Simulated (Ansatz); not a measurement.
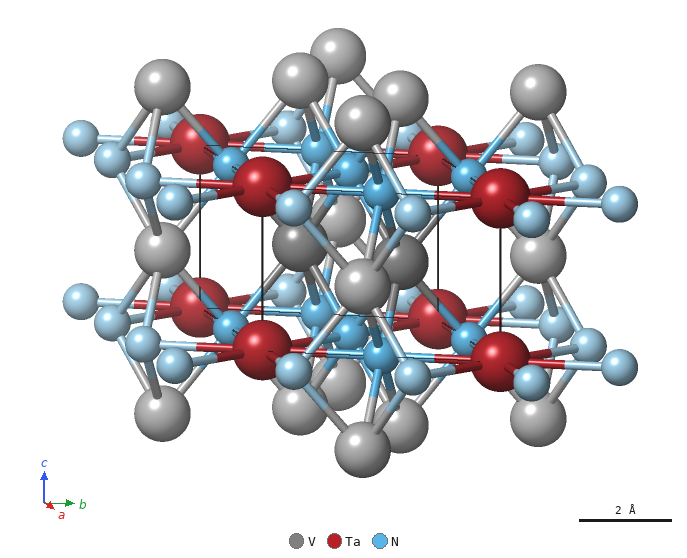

Ball-and-stick representation of a periodic structure, projected slightly off an axis. The lines enclose the simulation cell; boundary atoms appear with their images. The bonded neighbours beyond the faces are included, in fainter colours.

```yaml
crystal:
  lattice:
    - [2.70071, 4.67777, 0.00000]
    - [-2.70071, 4.67777, 0.00000]
    - [0.00000, 0.00000, 3.63208]
  atoms:
    - { symbol: V, position: [0.33330, 0.33340, 0.50000] }
    - { symbol: V, position: [0.66660, 0.66670, 0.50000] }
    - { symbol: Ta, position: [0.00000, 0.00000, 0.00000] }
    - { symbol: N, position: [0.50000, 0.50000, 0.00000] }
    - { symbol: N, position: [0.50000, 0.00000, 0.00000] }
    - { symbol: N, position: [0.00000, 0.50000, 0.00000] }
```

Level of theory and settings: DFT, PAW plane waves, PBE+U, spin-orbit in Ansatz 0.2.0, a basis cut at 420 eV, a 4×4×5 sampling of the Brillouin zone, Gaussian smearing of 0.025 eV, U_eff = 1.83 eV on V d, spinor wavefunctions. The state is antiferromagnetic. The pressure of the cell is -39 GPa.

Predict the Bader charges.

Ta +1.27 e; V +1.42 e; N -1.37 e.

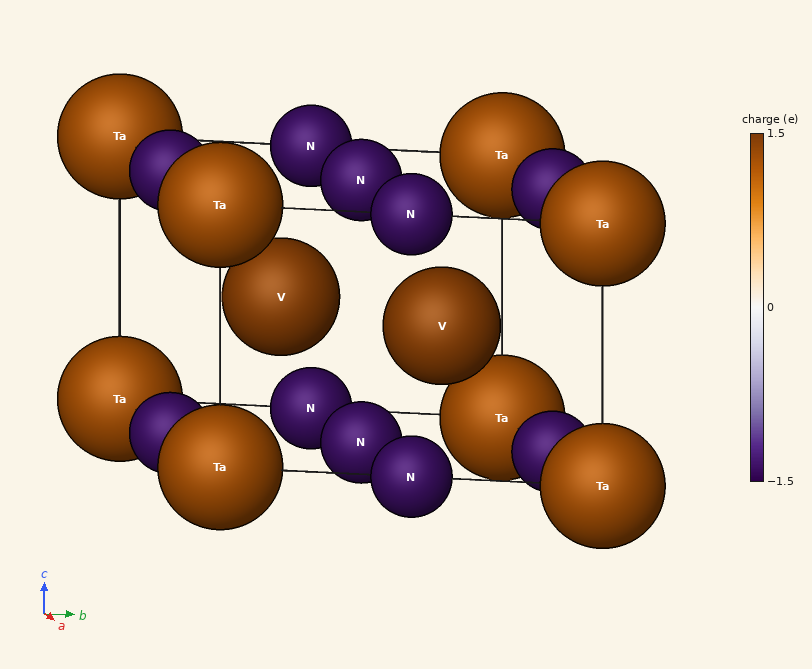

The atoms coloured by those charges.

About the cell: it is a generated cell, made by putting these elements into a known structure type (the compound may or may not exist in this form), and it is unrelaxed. A calculation with Ansatz used it as input.

At this level of theory the cell isn't at rest (stretched, at -39 GPa), so its distances can differ from those at equilibrium, the more so the softer the solid, and its magnetic state may change on relaxation.
